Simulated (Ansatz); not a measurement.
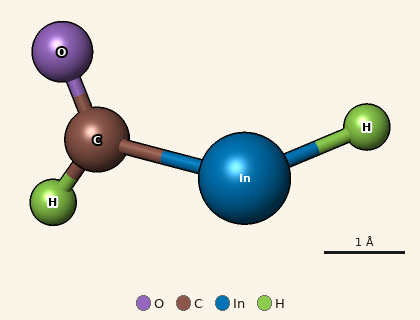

**Figure 1.** The structure as given in the input (ball-and-stick view, seen at a tilt). Sticks mark near contacts. Bond lengths as drawn: C–H 1.12 Å, C–In 2.28 Å, C–O 1.20 Å and H–In 1.77 Å.

## CH₂InO: single-point calculation

System: CH₂InO, multiplicity 2, SMILES O=[CH][InH].
Method: UKS PBE0-D4/def2-TZVPP (Ansatz 0.2.0).

The geometry is a minimum found at another level. The geometry comes from this level: PBE0-D4/def2-TZVP.

### The input
```yaml
crystal:
  periodic: [false, false, false]
  atoms:
    - {symbol: O, position_ang: [-1.628282, -0.436174, -0.344057]}
    - {symbol: C, position_ang: [-0.583429, -0.656317, 0.196040]}
    - {symbol: In, position_ang: [0.865788, 1.085917, 0.465531]}
    - {symbol: H, position_ang: [-0.382256, -1.657629, 0.650707]}
    - {symbol: H, position_ang: [1.728179, 1.664213, -0.968222]}
basis:
  gaussian: {orbitals: def2-TZVPP}
magnetization: {spin_polarized: true, initial_magnetization: 1}
hamiltonian: {xc: pbe0, dispersion: d4}
output: {orbitals: {seedname: orbitals}}
```

Machine: 2 threads of Arm Neoverse V1, 23 GiB of memory available, shared host.

Command:
```bash
ansatz run in.yaml --threads 2 --pin off --events-out ev --progress --plain --max-ram 4352MiB
```

### What the program printed
```
Functional definition: PBE0
  name "PBE0"
  cite "Adamo & Barone, J. Chem. Phys. 110, 6158 (1999) doi:10.1063/1.478522"
  cite "Perdew, Burke & Ernzerhof, Phys. Rev. Lett. 77, 3865 (1996) doi:10.1103/PhysRevLett.77.3865"
  parent pbe
  parameter a = 0.25
  parameter kappa = 0.804
  parameter beta = 0.06672455060314922
  exchange = (1 - a)*pbe_x(kappa = kappa, mu = beta*pi^2/3) + a*exact_x
  correlation = pbe_c(beta = beta)
930 factors; their error is unknown
mean field evaluation 1: about -8274.0347 eV, gradient 4.6e1 eV
mean field evaluation 2: about -8112.8171 eV, gradient 1.5e2 eV
mean field evaluation 4: about -8283.9689 eV, gradient 2.4e1 eV
mean field evaluation 8: about -8286.0836 eV, gradient 2.7e-1 eV
mean field evaluation 16: about -8286.1419 eV, gradient 1.3e-3 eV
mean field -8286.14189214 eV, -304.5100979873 hartree, gradient 3.9e-5 eV, S^2 0.766421; 0 other end points of the search recorded, 0 dependent functions left out
reference -8286.14193200 eV, -304.5100994523 hartree; 19, 18 occupied and 121, 122 virtual orbitals, 930 factors
Total energy: -8286.21091843 eV, -304.5126346570 hartree
```

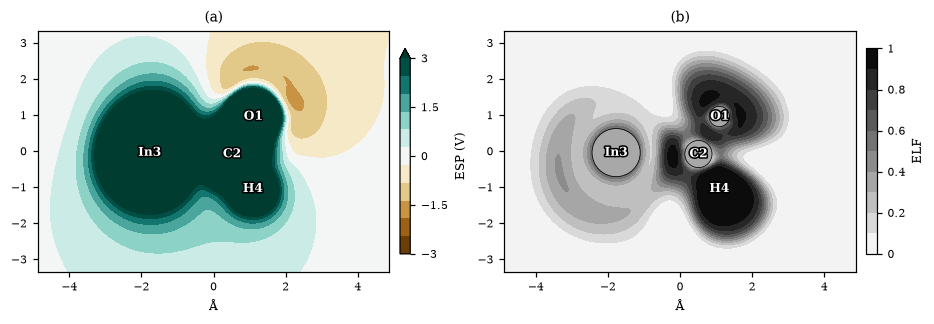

**Figure 2.** (a) electrostatic potential; (b) ELF on the plane of atoms In3, C2 and H4. Grey discs, where drawn, cover atomic cores. Atoms in the plane: O, C, In and H. C–O (1.20 Å): the ELF peaks at about 0.90 between the atoms (a double or triple bond). C–In (2.28 Å): the ELF peaks at about 0.95 in the valence shell of C, 0.7 Å from its nucleus, and drops to about 0.20 between the two atoms.

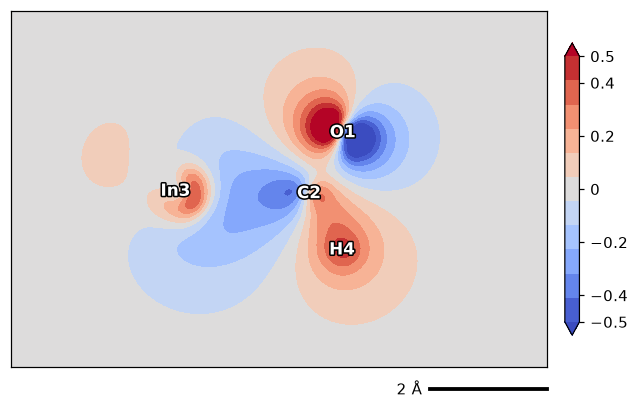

**Figure 3.** One frontier orbital on the plane of atoms In3, C2 and H4 (values in Å⁻³ᐟ²; the overall sign is arbitrary). The HOMO (β), at −6.35 eV. Its weight (Hirshfeld) is mainly on In3 (30 %), O1 (30 %), C2 (15 %) and H5 (15 %).

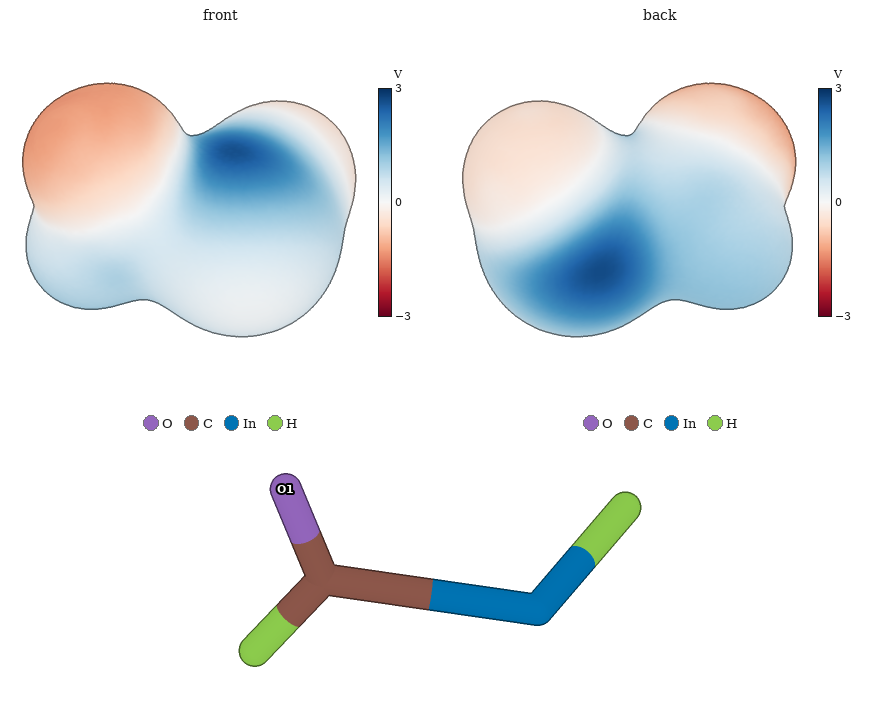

**Figure 4.** The molecular electrostatic potential painted on the density surface at 0.002 e/bohr³, seen at a tilt and from behind; the colour scale runs from red (negative) to blue (positive). The bare structure is drawn below in the same view.

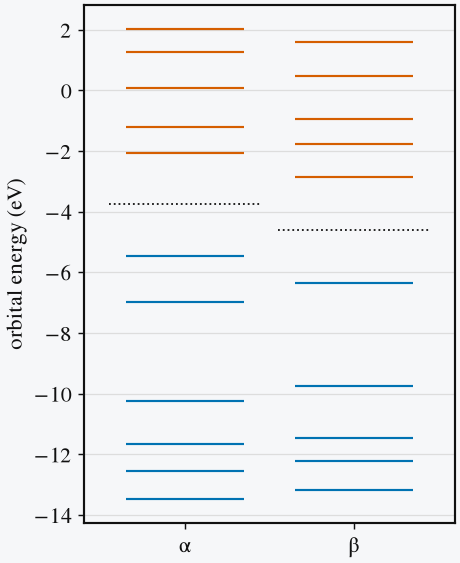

**Figure 5.** Orbital energies near the frontier for α and β spins; the dotted line parts filled from empty levels, and levels within 0.02 eV of each other stand side by side. α: highest filled −5.46 eV, lowest empty −2.08 eV, 3.38 eV apart; β: highest filled −6.35 eV, lowest empty −2.87 eV, 3.48 eV apart.

### Key numbers

- outcome: converged
- total energy: −8286.2109 eV
- mean-field energy: −8286.1419 eV
- dispersion energy: −0.0690 eV
- ⟨S²⟩: 0.766
- SCF solution under orbital rotations: stable
- HOMO (either spin): −5.46 eV
- LUMO (either spin): −2.87 eV
- wall time: 6.5 s (CPU time 10 s)
- peak memory: 0.32 GiB
